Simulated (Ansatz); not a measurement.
CH3F2NSi

```xyz
8

F     2.0476   -1.3731    1.1877
C     0.9845   -0.9624    0.5720
F     0.3077   -2.0239    0.2162
N     0.6927    0.1997    0.3739
Si   -0.6968    0.8772   -0.4330
H    -0.6226    2.3375   -0.3086
H    -0.6820    0.4983   -1.8567
H    -1.9390    0.3896    0.1924
```

Theory: RHF/6-31G* (Ansatz 0.2.0).

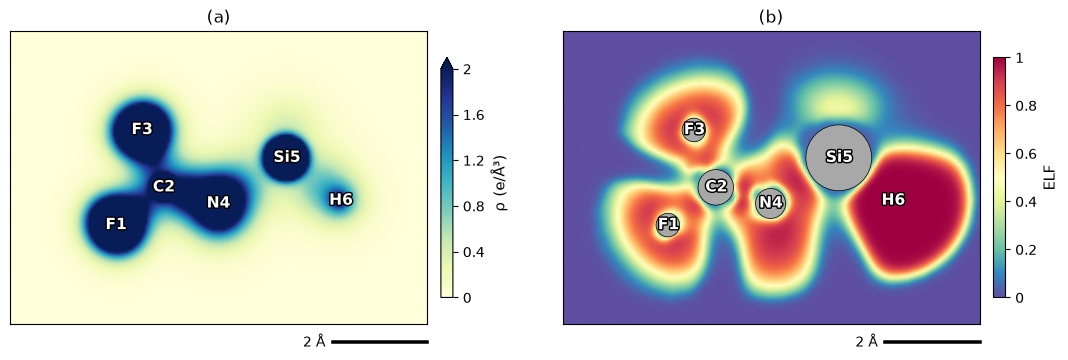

Figure 1. (a) electron density; (b) ELF on the plane of atoms N4, Si5 and H6. Grey discs cover the atomic cores in the ELF map.

> What does the map show?

The plane passes through F, C, N, Si and H nuclei. C–N (1.21 Å): ρ is about 3.2 e/Å³ halfway; the ELF peaks at about 0.90 between the atoms: a short, multiple covalent bond. C–F (1.30 Å): ρ is about 2.7 e/Å³ halfway; the ELF peaks at about 0.90 between the atoms: a shared but strongly polarised pair. Si–N (1.74 Å): ρ at the midpoint is about 1.1 e/Å³; the ELF peaks at about 0.95 between the atoms (a polar covalent bond). Si–H (1.47 Å): ρ at the midpoint is about 0.83 e/Å³; the ELF climbs to about 1 towards the hydrogen, as it does in any bond to H. The ELF also peaks beside F1, N4 and F3, away from the bonds: lone-pair regions.

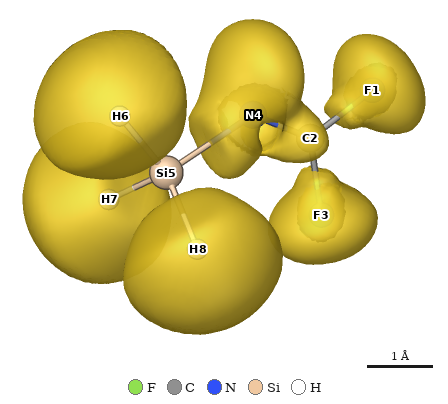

Figure 2. Isosurface of the ELF at 0.75 (yellow), seen at a tilt. Only the valence region is drawn (cores and ρ < 0.01 e/Å³ removed).

> Describe the localisation domains.

At this value the surface marks out three regions around hydrogen nuclei, two regions on F in which the atom's valence shell and bonds are merged and one region on N in which the atom's valence shell and bonds are merged.

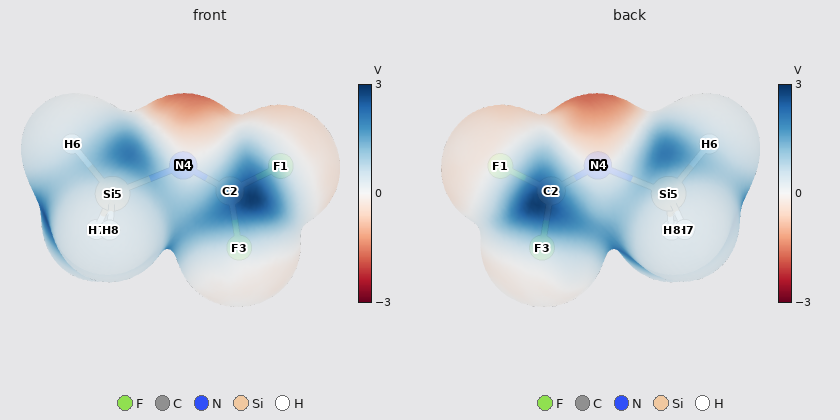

Figure 3. The molecular electrostatic potential painted on the density surface at 0.004 e/bohr³, seen from the front and from behind; red is negative and blue positive.

> Describe the electrostatic potential map.

The most negative region (about −1.7 V) lies over N4, the most positive (about +2.7 V) over the π face of C2. N4 is the likeliest acceptor of a hydrogen bond.
